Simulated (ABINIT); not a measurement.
# CsPbCl3 (Pm-3m): G0W0 with ABINIT, start to end

How does a plane-wave GW calculation on CsPbCl3 (Pm-3m) run from the first input to the gap?

Calculated with ABINIT 10.8.3; PBE and many-body steps on it, plane waves.

## Step 1: The structure

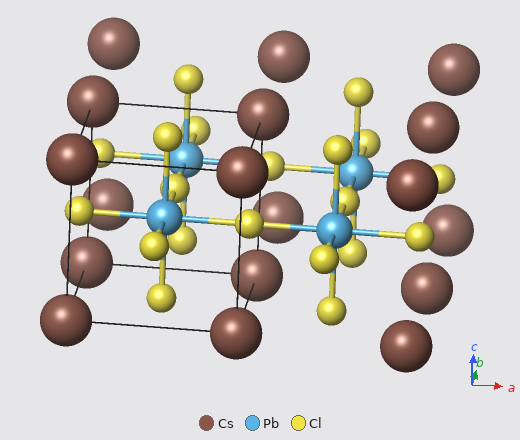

Start, viewed slightly off an axis; caesium brown, lead blue, chlorine yellow. 2×2×1 cells are drawn. Some periodic images of atoms are drawn too.

The cell and positions come from the Crystallography Open Database and are kept as given unless a step says otherwise. Spin-orbit coupling is left out unless a step names it.

## Step 2: Ground state

This step: ABINIT 10.8.3; DFT, PBE, plane waves, norm-conserving pseudopotentials.

The ground-state density comes first.

run.abi reads:

```
acell 3*1.0 Angstrom
rprim 
  5.605000000000 0.000000000000 0.000000000000
  0.000000000000 5.605000000000 0.000000000000
  0.000000000000 0.000000000000 5.605000000000
ntypat 3
znucl 55 82 17
natom 5
typat 1 2 3 3 3
xred 
  0.000000000000 0.000000000000 0.000000000000
  0.500000000000 0.500000000000 0.500000000000
  0.500000000000 0.500000000000 0.000000000000
  0.000000000000 0.500000000000 0.500000000000
  0.500000000000 0.000000000000 0.500000000000
pp_dirpath "pseudos"
pseudos "Cs.upf, Pb.upf, Cl.upf"
ecut 32
ngkpt 4 4 4
nshiftk 1
shiftk 0 0 0
kptopt 1
chksymbreak 0
nband 32
occopt 1
tolvrs 1e-08
nstep 60
prtwf 0
indata_prefix "in"
outdata_prefix "out"
tmpdata_prefix "tmp"
```

Run with:

```bash
$ OMP_NUM_THREADS=1 mpirun -n 4 abinit run.abi > log
```

Numbers of over 12 decimals in the logs are rounded to 6 here.

Output:

```text
.Version 10.8.3 of ABINIT. v10.8.2 released Aug 2026.

 Symmetries : space group Pm -3 m (#221); Bravais cP (primitive cubic)
================================================================================
 Values of the parameters that define the memory need of the present run
     intxc =       0    ionmov =       0      iscf =       7    lmnmax =       8
     lnmax =       8     mgfft =      54  mpssoang =       4    mqgrid =    3001
     natom =       5  nloc_mem =       1    nspden =       1   nspinor =       1
    nsppol =       1      nsym =      48    n1xccc =    2501    ntypat =       3
    occopt =       1   xclevel =       2
-    mband =          32        mffmem =           1         mkmem =           3
       mpw =       10315          nfft =      157464          nkpt =          10
================================================================================
  Rough estimation (10% accuracy) of disk space for files :
================================================================================

--------------------------------------------------------------------------------
------------- Echo of variables that govern the present computation ------------
--------------------------------------------------------------------------------
 -outvars: echo values of preprocessed input variables --------
            acell      1.8897261259E+00  1.8897261259E+00  1.8897261259E+00 Bohr

      chksymbreak           0
             ecut      3.20000000E+01 Hartree
-          fftalg         312

              ixc     -101130
              kpt      0.00000000E+00  0.00000000E+00  0.00000000E+00
                       2.50000000E-01  0.00000000E+00  0.00000000E+00
                       5.00000000E-01  0.00000000E+00  0.00000000E+00
                       2.50000000E-01  2.50000000E-01  0.00000000E+00
                       5.00000000E-01  2.50000000E-01  0.00000000E+00
                       5.00000000E-01  5.00000000E-01  0.00000000E+00
                       2.50000000E-01  2.50000000E-01  2.50000000E-01
                       5.00000000E-01  2.50000000E-01  2.50000000E-01
                       5.00000000E-01  5.00000000E-01  2.50000000E-01
                       5.00000000E-01  5.00000000E-01  5.00000000E-01
         kptrlatt        4    0    0      0    4    0      0    0    4
          kptrlen      4.23676597E+01
P           mkmem           3
            natom           5
            nband          32
            ngfft          54      54      54
             nkpt          10
            nstep          60
             nsym          48
           ntypat           3
              occ      2.000000  2.000000  2.000000  2.000000  2.000000  2.000000
                       2.000000  2.000000  2.000000  2.000000  2.000000  2.000000
                       2.000000  2.000000  2.000000  2.000000  2.000000  2.000000
                       2.000000  2.000000  2.000000  2.000000  2.000000  2.000000
                       2.000000  2.000000  0.000000  0.000000  0.000000  0.000000
                       0.000000  0.000000
            prtwf           0
            rprim      5.6050000000E+00  0.0000000000E+00  0.0000000000E+00
                       0.0000000000E+00  5.6050000000E+00  0.0000000000E+00
[...]
spgroup         221

           tolvrs      1.00000000E-08

             xred      0.0000000000E+00  0.0000000000E+00  0.0000000000E+00
[...]
znucl       55.00000   82.00000   17.00000

================================================================================

 chkinp: Checking input parameters for consistency.

================================================================================
== DATASET  1 ==================================================================
-   mpi_nproc: 4, omp_nthreads: 1 (-1 if OMP is not activated)

--- !DatasetInfo
iteration_state: {dtset: 1, }
dimensions: {natom: 5, nkpt: 10, mband: 32, nsppol: 1, nspinor: 1, nspden: 1, mpw: 10315, }
cutoff_energies: {ecut:  32.0, pawecutdg:  -1.0, }
electrons: {nelect:   5.20000000E+01, charge:   0.00000000E+00, occopt:   1.00000000E+00, tsmear:   1.00000000E-02, }

 Real(R)+Recip(G) space primitive vectors, cartesian coordinates (Bohr,Bohr^-1):
 R(1)= 10.5919149  0.0000000  0.0000000  G(1)=  0.0944116  0.0000000  0.0000000
 R(2)=  0.0000000 10.5919149  0.0000000  G(2)=  0.0000000  0.0944116  0.0000000
 R(3)=  0.0000000  0.0000000 10.5919149  G(3)=  0.0000000  0.0000000  0.0944116
 Unit cell volume ucvol=  1.1882928E+03 bohr^3
 Angles (23,13,12)=  9.00000000E+01  9.00000000E+01  9.00000000E+01 degrees

 getcut: wavevector=  0.0000  0.0000  0.0000  ngfft=  54  54  54
         ecut(hartree)=     32.000   => boxcut(ratio)=   2.00207

--- Pseudopotential description ------------------------------------------------
- Cs Generated using ONCVPSP code by D. R. Hamann
- 55.00000   9.00000  171031                  znucl, zion, pspdat
12 -101130 3 -1 2414                          pspcod,pspxc,lmax,lloc,mmax
     nproj     2     2     2     2
  pspatm : epsatm=   22.81663564
         --- l  ekb(1:nproj) -->
[...]
pspatm: atomic psp has been read  and splines computed

- Pb Generated using ONCVPSP code by D. R. Hamann
- 82.00000  22.00000  220131                  znucl, zion, pspdat
[...]
ETOT  4  -282.63648421894    -2.480E-04 1.144E-03 6.246E-01
 ETOT  5  -282.63651776948    -3.355E-05 5.387E-04 1.494E-01
 ETOT  6  -282.63652215599    -4.387E-06 1.679E-04 2.358E-02
 ETOT  7  -282.63652346236    -1.306E-06 7.571E-05 4.557E-03
 ETOT  8  -282.63652366616    -2.038E-07 8.369E-05 2.074E-04
 ETOT  9  -282.63652367534    -9.183E-09 3.768E-05 4.005E-06
 ETOT 10  -282.63652367576    -4.252E-10 3.799E-05 2.413E-07
 ETOT 11  -282.63652367582    -5.139E-11 1.735E-05 4.773E-09

 At SCF step   11       vres2   =  4.77E-09 < tolvrs=  1.00E-08 =>converged.

 Cartesian components of stress tensor (hartree/bohr^3)
  sigma(1 1)= -4.08266935E-05  sigma(3 2)=  0.00000000E+00
  sigma(2 2)= -4.08266935E-05  sigma(3 1)=  0.00000000E+00
  sigma(3 3)= -4.08266935E-05  sigma(2 1)=  0.00000000E+00

--- !ResultsGS
iteration_state: {dtset: 1, }
comment   : Summary of ground state results
lattice_vectors:
- [ 10.5919149,   0.0000000,   0.0000000, ]
- [  0.0000000,  10.5919149,   0.0000000, ]
- [  0.0000000,   0.0000000,  10.5919149, ]
lattice_lengths: [  10.59191,   10.59191,   10.59191, ]
lattice_angles: [ 90.000,  90.000,  90.000, ] # degrees, (23, 13, 12)
lattice_volume:   1.1882928E+03
convergence: {deltae: -5.139E-11, res2:  4.773E-09, residm:  1.735E-05, diffor: null, }
etotal    :  -2.82636524E+02
entropy   :   0.00000000E+00
fermie    :   1.02427899E-01
cartesian_stress_tensor: # hartree/bohr^3
- [ -4.08266935E-05,   0.00000000E+00,   0.00000000E+00, ]
- [  0.00000000E+00,  -4.08266935E-05,   0.00000000E+00, ]
- [  0.00000000E+00,   0.00000000E+00,  -4.08266935E-05, ]
pressure_GPa:   1.2012E+00
xred      :
- [  0.0000E+00,   0.0000E+00,   0.0000E+00, Cs]
- [  5.0000E-01,   5.0000E-01,   5.0000E-01, Pb]
- [  5.0000E-01,   5.0000E-01,   0.0000E+00, Cl]
- [  0.0000E+00,   5.0000E-01,   5.0000E-01, Cl]
- [  5.0000E-01,   0.0000E+00,   5.0000E-01, Cl]
cartesian_forces: # hartree/bohr
- [ -0.00000000E+00,  -0.00000000E+00,  -0.00000000E+00, ]
- [ -0.00000000E+00,  -0.00000000E+00,  -0.00000000E+00, ]
- [ -0.00000000E+00,  -0.00000000E+00,  -0.00000000E+00, ]
- [ -0.00000000E+00,  -0.00000000E+00,  -0.00000000E+00, ]
- [ -0.00000000E+00,  -0.00000000E+00,  -0.00000000E+00, ]
force_length_stats: {min:   0.00000000E+00, max:   0.00000000E+00, mean:   0.00000000E+00, }

 Integrated electronic density in atomic spheres:
 ------------------------------------------------
 Atom  Sphere_radius  Integrated_density
[...]
================================================================================

 ----iterations are completed or convergence reached----

 Mean square residual over all n,k,spin=   12.519E-08; max=  17.347E-06
 reduced coordinates (array xred) for    5 atoms
       0.000000000000      0.000000000000      0.000000000000
       0.500000000000      0.500000000000      0.500000000000
       0.500000000000      0.500000000000      0.000000000000
       0.000000000000      0.500000000000      0.500000000000
       0.500000000000      0.000000000000      0.500000000000
 rms dE/dt=  0.0000E+00; max dE/dt=  0.0000E+00; dE/dt below (all hartree)
    1       0.000000000000      0.000000000000      0.000000000000
    2       0.000000000000      0.000000000000      0.000000000000
    3       0.000000000000      0.000000000000      0.000000000000
    4       0.000000000000      0.000000000000      0.000000000000
    5       0.000000000000      0.000000000000      0.000000000000

 cartesian coordinates (angstrom) at end:
    1      0.000000     0.000000     0.000000
    2      2.802500     2.802500     2.802500
    3      2.802500     2.802500     0.000000
    4      0.000000     2.802500     2.802500
    5      2.802500     0.000000     2.802500

 cartesian forces (hartree/bohr) at end:
[...]
frms,max,avg= 0.0000000E+00 0.0000000E+00   0.000E+00  0.000E+00  0.000E+00 h/b

 cartesian forces (eV/Angstrom) at end:
    1     -0.000000    -0.000000    -0.000000
    2     -0.000000    -0.000000    -0.000000
    3     -0.000000    -0.000000    -0.000000
    4     -0.000000    -0.000000    -0.000000
    5     -0.000000    -0.000000    -0.000000
 frms,max,avg= 0.0000000E+00 0.0000000E+00   0.000E+00  0.000E+00  0.000E+00 e/A
 length scales=  1.889726125908  1.889726125908  1.889726125908 bohr
              =  1.000000000000  1.000000000000  1.000000000000 angstroms
 prteigrs : about to open file out_EIG
 Fermi (or HOMO) energy (hartree) =   0.10243   Average Vxc (hartree)=  -0.29278
 Eigenvalues (hartree) for nkpt=  10  k points:
 kpt#   1, nband= 32, wtk=  0.01563, kpt=  0.0000  0.0000  0.0000 (reduced coord)
  -5.02370   -2.88158   -2.88158   -2.88158   -0.68291   -0.51653   -0.51653   -0.50762
  -0.50762   -0.50762   -0.45513   -0.42305   -0.42305   -0.19776   -0.19776   -0.19776
  -0.14101   -0.06948   -0.06948   -0.06948    0.00536    0.00536    0.00536    0.00927
   0.00927    0.00927    0.22532    0.25983    0.25983    0.29325    0.29325    0.29325
 prteigrs : prtvol=0 or 1, do not print more k-points.

--- !EnergyTerms
iteration_state     : {dtset: 1, }
comment             : Components of total free energy in Hartree
kinetic             :  8.08797040700819E+01
hartree             :  1.00499096126179E+02
xc                  : -5.43967834896113E+01
Ewald energy        : -1.33017418738071E+02
psp_core            :  3.38783852564955E+00
local_psp           : -3.03728844613565E+02
non_local_psp       :  2.37398844435198E+01
total_energy        : -2.82636523675816E+02
total_energy_eV     : -7.69093161296399E+03
band_energy         : -3.80895010693657E+01

 Cartesian components of stress tensor (hartree/bohr^3)
  sigma(1 1)= -4.08266935E-05  sigma(3 2)=  0.00000000E+00
  sigma(2 2)= -4.08266935E-05  sigma(3 1)=  0.00000000E+00
  sigma(3 3)= -4.08266935E-05  sigma(2 1)=  0.00000000E+00

-Cartesian components of stress tensor (GPa)         [Pressure=  1.2012E+00 GPa]
- sigma(1 1)= -1.20116279E+00  sigma(3 2)=  0.00000000E+00
- sigma(2 2)= -1.20116279E+00  sigma(3 1)=  0.00000000E+00
- sigma(3 3)= -1.20116279E+00  sigma(2 1)=  0.00000000E+00

== END DATASET(S) ==============================================================
================================================================================

 -outvars: echo values of variables after computation  --------
           etotal     -2.8263652368E+02
            nband          32
             nkpt          10
          spgroup         221
 [... the other variables as echoed above ...]

 Calculation completed.
```

Elapsed: 52 s, on 4 MPI ranks of Arm Neoverse V1, shared host; peak memory 0.42 GiB.

Numbers from this step:

- total energy: -7690.9316 eV
- gap: 1.932 eV
- k of the valence top: 0.5, 0.5, 0.5
- k of the conduction bottom: 0.5, 0.5, 0.5
- least direct gap: 1.932 eV
- pressure: 1.201 GPa

The gap is direct, at (0.500, 0.500, 0.500).

The cutoff was set for levels, not for stress, so the pressure can be off by some GPa.

## Step 3: Empty states on the mesh, 2×2×2 mesh, 202 bands

The sums over transitions need many empty states on a uniform mesh; this step solves for them.

run.abi: that of step 2 with these lines changed.

```diff
@@ -18,3 +18,3 @@
 ecut 32
-ngkpt 4 4 4
+ngkpt 2 2 2
 nshiftk 1
@@ -23,7 +23,10 @@
 chksymbreak 0
-nband 32
-occopt 1
-tolvrs 1e-08
+iscf -2
+irdden 1
+istwfk *1
+nband 202
+nbdbuf 18
+tolwfr 1e-09
 nstep 60
-prtwf 0
+prtvol 0
 indata_prefix "in"
```

Output:

```text
.Version 10.8.3 of ABINIT. v10.8.2 released Aug 2026.

 Symmetries : space group Pm -3 m (#221); Bravais cP (primitive cubic)
[... echo of the input left out ...]
== DATASET  1 ==================================================================
-   mpi_nproc: 4, omp_nthreads: 1 (-1 if OMP is not activated)

--- !DatasetInfo
iteration_state: {dtset: 1, }
dimensions: {natom: 5, nkpt: 4, mband: 202, nsppol: 1, nspinor: 1, nspden: 1, mpw: 10280, }
cutoff_energies: {ecut:  32.0, pawecutdg:  -1.0, }
electrons: {nelect:   5.20000000E+01, charge:   0.00000000E+00, occopt:   1.00000000E+00, tsmear:   1.00000000E-02, }

 Real(R)+Recip(G) space primitive vectors, cartesian coordinates (Bohr,Bohr^-1):
 R(1)= 10.5919149  0.0000000  0.0000000  G(1)=  0.0944116  0.0000000  0.0000000
 R(2)=  0.0000000 10.5919149  0.0000000  G(2)=  0.0000000  0.0944116  0.0000000
 R(3)=  0.0000000  0.0000000 10.5919149  G(3)=  0.0000000  0.0000000  0.0944116
 Unit cell volume ucvol=  1.1882928E+03 bohr^3
 Angles (23,13,12)=  9.00000000E+01  9.00000000E+01  9.00000000E+01 degrees

 getcut: wavevector=  0.0000  0.0000  0.0000  ngfft=  54  54  54
         ecut(hartree)=     32.000   => boxcut(ratio)=   2.00207

--- Pseudopotential description ------------------------------------------------
- Cs Generated using ONCVPSP code by D. R. Hamann
- 55.00000   9.00000  171031                  znucl, zion, pspdat
12 -101130 3 -1 2414                          pspcod,pspxc,lmax,lloc,mmax
     nproj     2     2     2     2
  pspatm : epsatm=   22.81663564
         --- l  ekb(1:nproj) -->
             0    6.176104    0.756334
             1    6.263084    0.786397
             2    3.737592    0.906929
[...]
pspatm: atomic psp has been read  and splines computed

- Pb Generated using ONCVPSP code by D. R. Hamann
- 82.00000  22.00000  220131                  znucl, zion, pspdat
12 -101130 3 -1 1692                          pspcod,pspxc,lmax,lloc,mmax
     nproj     2     2     2     1
  pspatm : epsatm=   27.21822286
         --- l  ekb(1:nproj) -->
[...]
3    9.337611
 pspatm: atomic psp has been read  and splines computed

- Cl Generated using ONCVPSP code by D. R. Hamann
- 17.00000   7.00000  171031                  znucl, zion, pspdat
12 -101130 2 -1 1028                          pspcod,pspxc,lmax,lloc,mmax
     nproj     2     2     2     0
  pspatm : epsatm=    9.12776517
         --- l  ekb(1:nproj) -->
[...]
pspatm: atomic psp has been read  and splines computed

--------------------------------------------------------------------------------

================================================================================
 prteigrs : about to open file out_EIG
 Non-SCF case, kpt    1 (  0.00000  0.00000  0.00000), residuals and eigenvalues=
  9.77E-10  2.87E-10  3.16E-10  4.70E-10  3.18E-10  3.94E-10  5.60E-10  2.52E-10
  6.56E-10  8.17E-10  4.12E-10  4.06E-10  7.40E-10  3.72E-10  5.83E-10  7.55E-10
  9.99E-10  4.60E-10  5.74E-10  8.62E-10  2.38E-10  4.21E-10  6.67E-10  3.38E-10
[...]
9.96E-05  7.96E-04
 -5.0237E+00 -2.8816E+00 -2.8816E+00 -2.8816E+00 -6.8291E-01 -5.1653E-01
 -5.1653E-01 -5.0762E-01 -5.0762E-01 -5.0762E-01 -4.5513E-01 -4.2305E-01
 -4.2305E-01 -1.9776E-01 -1.9776E-01 -1.9776E-01 -1.4101E-01 -6.9483E-02
[...]
1.8237E+00  1.8376E+00  1.8666E+00  1.9141E+00  1.9141E+00  1.9141E+00
  1.9151E+00  1.9151E+00  1.9151E+00  1.9296E+00  1.9296E+00  1.9432E+00
  1.9435E+00  1.9467E+00  1.9469E+00  1.9485E+00
 prteigrs : prtvol=0 or 1, do not print more k-points.

--- !ResultsGS
iteration_state: {dtset: 1, }
comment   : Summary of ground state results
lattice_vectors:
- [ 10.5919149,   0.0000000,   0.0000000, ]
- [  0.0000000,  10.5919149,   0.0000000, ]
- [  0.0000000,   0.0000000,  10.5919149, ]
lattice_lengths: [  10.59191,   10.59191,   10.59191, ]
lattice_angles: [ 90.000,  90.000,  90.000, ] # degrees, (23, 13, 12)
lattice_volume:   1.1882928E+03
convergence: {deltae:  0.000E+00, res2:  0.000E+00, residm:  9.992E-10, diffor:  0.000E+00, }
etotal    :  -2.82636524E+02
entropy   :   0.00000000E+00
fermie    :   1.02427899E-01
cartesian_stress_tensor: null
pressure_GPa: null
xred      :
- [  0.0000E+00,   0.0000E+00,   0.0000E+00, Cs]
- [  5.0000E-01,   5.0000E-01,   5.0000E-01, Pb]
- [  5.0000E-01,   5.0000E-01,   0.0000E+00, Cl]
- [  0.0000E+00,   5.0000E-01,   5.0000E-01, Cl]
- [  5.0000E-01,   0.0000E+00,   5.0000E-01, Cl]
cartesian_forces: null
force_length_stats: {min: null, max: null, mean: null, }

 Integrated electronic density in atomic spheres:
 ------------------------------------------------
 Atom  Sphere_radius  Integrated_density
[...]
================================================================================

 ----iterations are completed or convergence reached----

 Mean square residual over all n,k,spin=   50.785E-11; max=  99.924E-11
 reduced coordinates (array xred) for    5 atoms
[...]
0.000000000000      0.500000000000      0.500000000000
       0.500000000000      0.000000000000      0.500000000000

 cartesian coordinates (angstrom) at end:
    1      0.000000     0.000000     0.000000
    2      2.802500     2.802500     2.802500
    3      2.802500     2.802500     0.000000
    4      0.000000     2.802500     2.802500
    5      2.802500     0.000000     2.802500
 length scales=  1.889726125908  1.889726125908  1.889726125908 bohr
              =  1.000000000000  1.000000000000  1.000000000000 angstroms
 prteigrs : about to open file out_EIG
 Eigenvalues (hartree) for nkpt=   4  k points:
 kpt#   1, nband=202, wtk=  0.12500, kpt=  0.0000  0.0000  0.0000 (reduced coord)
[...]
1.82368    1.82368    1.82368    1.83763    1.86660    1.91410    1.91411    1.91414
   1.91511    1.91511    1.91513    1.92959    1.92963    1.94325    1.94346    1.94672
   1.94690    1.94851
 prteigrs : prtvol=0 or 1, do not print more k-points.

== END DATASET(S) ==============================================================
================================================================================

 -outvars: echo values of variables after computation  --------
            nband         202
             nkpt           4
          spgroup         221
 [... the other variables as echoed above ...]

 Calculation completed.
```

Elapsed: 1.8 min, on 4 MPI ranks; peak memory 0.53 GiB.

Numbers from this step:

```yaml
gap: 1.932 eV
k_of_the_valence_top: 0.5, 0.5, 0.5
k_of_the_conduction_bottom: 0.5, 0.5, 0.5
least_direct_gap: 1.932 eV
k_points_computed: 4
lowest_point_of_the_top_converged_band_above_the_valence_top: 46.75 eV
```

On this mesh the gap is 1.932 eV.

(Part 1 of 2 ends here.)

[Paths, hosts, dates, memory and timing lines, banners, echoed tables and standing remarks are left out of the program output.]

[Logs are printed without paths, hosts, clocks, repeated set-up lines and the standing remarks that a program may print on its own settings, such as how far it seeks lower states.]

[Runs of the session that timed out or met a known fault of the program may be left out.]

[Hosts, paths, dates, database ids (printed as entryN), source tags and the programs' standing remarks are cut or masked in the printed files.]

[G0W0 gaps are taken among the corrected bands and points alone; a level outside them can change the order at an edge.]

[Where Ansatz stands beside ABINIT at settings called matched, ABINIT's density can come from a denser mesh and the files from another edition; pairs whose starting gaps differed by over 0.03 eV were left out, so agreement reads better than it is.]
